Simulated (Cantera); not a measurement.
Feed: 1 mol SO₂, 2 mol O₂, held at 9.10 bar.

Cantera equilibrium calculation (NASA polynomials, part measured and part estimated; ideal gas, pure solids and liquids). Candidate condensed phases: S; 10 gas species. Kinetics and transport are ignored.

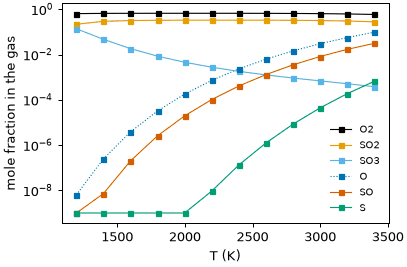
Equilibrium gas composition (values under 1e-9 drawn at 1e-9)

From 1198 K to 3398 K nothing is condensed.
